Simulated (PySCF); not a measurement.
CH₅Al (charge +1, doublet)

The calculation's input:

```
{"job": {"kind": "sp", "xc": "B3LYP", "basis": "ma-def2-TZVP", "d3": "d3bj", "grid": 2}, "charge": 1, "multiplicity": 2}
C     -0.028614    -0.031322    -1.014352
Al     0.048809     0.033333     1.222421
H      0.784818     0.696230    -1.156407
H      0.148141    -1.074441    -1.299179
H     -1.061774     0.348951    -1.047764
H     -0.106504     1.537478     1.621114
H      0.226951    -1.490845     1.558278
```

Command:

```sh
OMP_NUM_THREADS=1 python redox_run.py task.json out
```

Geometry: PBE0-D3(BJ)/ma-def2-SVP.

All numbers below come from PySCF, DFT single point, gas phase, functional B3LYP.

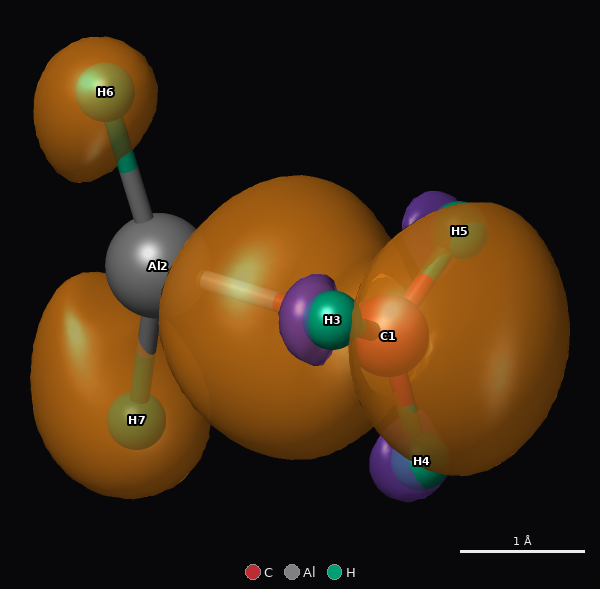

Figure 1. Isosurfaces of the spin density (α minus β) at +0.015 (orange) and −0.015 e/Å³ (purple), seen at a tilt.

Where is the unpaired spin?

Answer. The unpaired spin (1 electron) lies mostly on C1 (about 0.6), Al2 (about 0.2) and H7 (about 0.1), in electrons by Hirshfeld's partition.

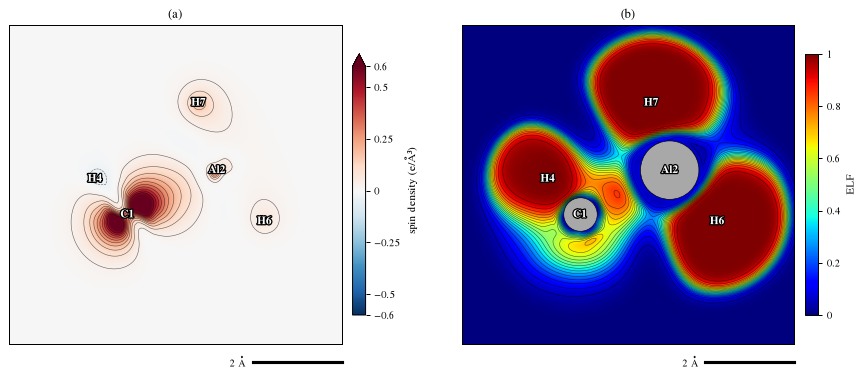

Figure 2. (a) spin density (α minus β); (b) electron localisation function on the plane of atoms C1, Al2 and H6. Grey discs cover the atomic cores in the ELF map.

Read the bonding off the picture.

Answer. Atoms in the plane: C, Al and H. C–Al (2.24 Å): the ELF peaks at about 0.85 between the atoms, as expected for a shared but strongly polarised pair. C–H (1.10 Å): the ELF climbs to about 1 towards the hydrogen, as it does in any bond to H (an ordinary covalent bond to hydrogen). Al–H (1.56 Å): the ELF climbs to about 1 towards the hydrogen.

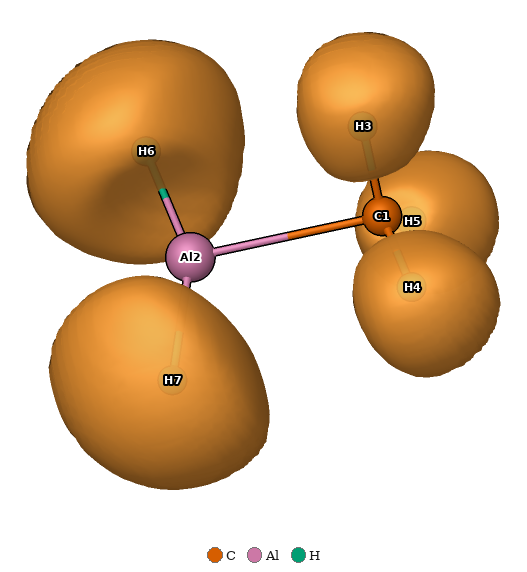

Figure 3. Isosurface of the electron localisation function at 0.9 (orange), seen at a tilt. Only the valence region is drawn (cores and ρ < 0.01 e/Å³ removed).

Describe the localisation domains.

Answer. The surface consists of five regions around hydrogen nuclei.
